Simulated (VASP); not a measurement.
Band structure of BAs (zinc blende). Calculation: PBE GGA, VASP's PBE PAW potentials (set 64) (plane waves; VASP).

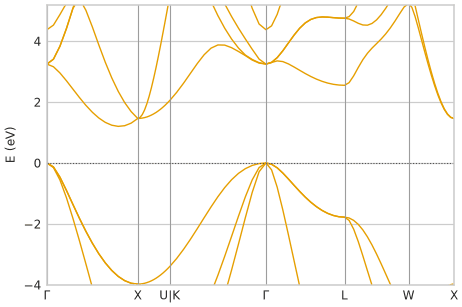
Figure: Bands along high-symmetry lines, zero at the valence-band maximum or, without a gap, the Fermi level

Problem. Read the plot: is there a gap, and where are the band edges?

Solution. The gap is indirect, 1.20 eV, from the valence maximum at Γ to the conduction minimum at Γ-X at 0.79. (Edges off the drawn lines would not show.)

Measured: gap 1.82 eV (computed value off by -0.62 eV), as given by Wikipedia, List of semiconductor materials.

The compound is BAs in the zinc blende structure. It was relaxed first.
